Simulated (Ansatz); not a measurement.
CHAlFO (SMILES O=[C][AlH][F]) (doublet)

Input

```
basis:
  gaussian:
    orbitals: def2-TZVPD
crystal:
  periodic: [false, false, false]
  atoms:
    - {symbol: C, position_ang: [-1.058783, 0.259157, 0.082292]}
    - {symbol: Al, position_ang: [0.521064, -0.826331, -0.217746]}
    - {symbol: F, position_ang: [1.151899, -0.670947, -1.753488]}
    - {symbol: O, position_ang: [-2.148674, 0.634601, 0.224055]}
    - {symbol: H, position_ang: [1.329254, -1.307881, 1.030827]}
magnetization:
  spin_polarized: true
  initial_magnetization: 1
hamiltonian:
  xc: {name: PBE0}
output: {forces: true, orbitals: {seedname: orbitals}}
```

Command:

```sh
ansatz run input.yaml --threads 1 --pin off --max-ram 2610MiB --events-out events.jsonl --progress --plain --runs-dir runs
```

Geometry: B3LYP-D3(BJ)/def2-SVP.

Theory: Ansatz, isolated molecule in a Gaussian basis; Kohn-Sham density functional theory, functional PBE0.

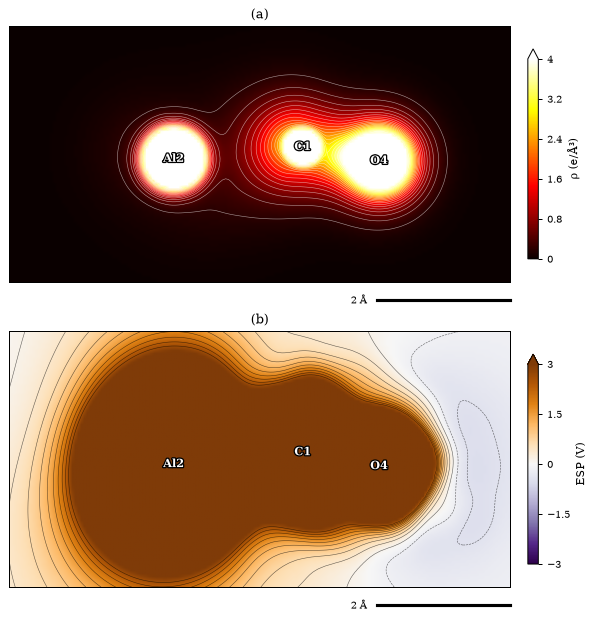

Figure 1. (a) total electron density; (b) electrostatic potential on the plane of atoms Al2, C1 and O4.

**Read the bonding off the picture.**

The plane passes through C, Al and O nuclei.
C–O (1.16 Å): the density is about 3.9 e/Å³ at the midpoint.
C–Al (1.94 Å): ρ is about 0.64 e/Å³ halfway.
Outside the dense part of the molecule the potential is most negative (−0.5 V) near O4.

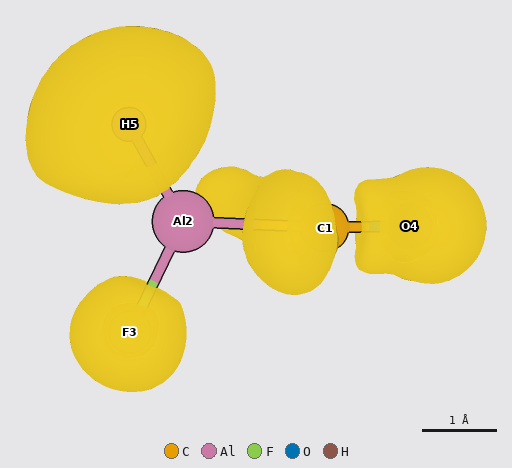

Figure 2. Isosurface of the electron localisation function at 0.75 (yellow), seen at a tilt. Core shells and regions of very low density are left out.

**What do the ELF domains correspond to?**

At this value the surface marks out one region around a hydrogen nucleus, one lobe of the valence shell of C pointing towards Al (polar bonds), one region on O in which the atom's valence shell and bonds are merged and one region wrapped around F (its valence shell). Profiles from the grid: C–O (1.16 Å): the ELF peaks at about 0.85 between the atoms: a short, multiple covalent bond. Al–F (1.67 Å): the ELF peaks at about 0.85 in the valence shell of F, 0.6 Å from its nucleus, and is about 0.30 at the midpoint.

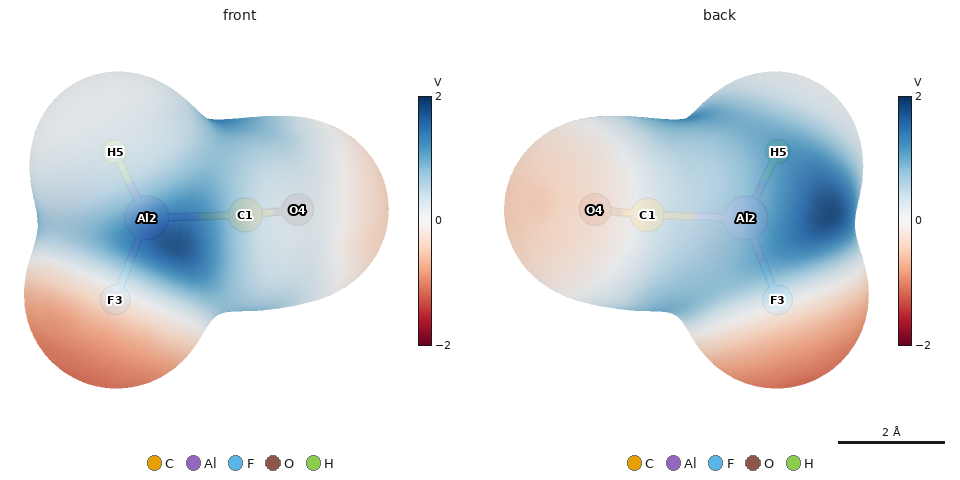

Figure 3. The molecular electrostatic potential painted on the density surface at 0.001 e/bohr³, seen from the front and from behind; red is negative and blue positive.

**Describe the electrostatic potential map.**

The most negative region (about −1.1 V) lies over F3, the most positive (about +1.8 V) over Al2.

**How polar is the molecule by this calculation?**

Its dipole moment is 1.27 D.
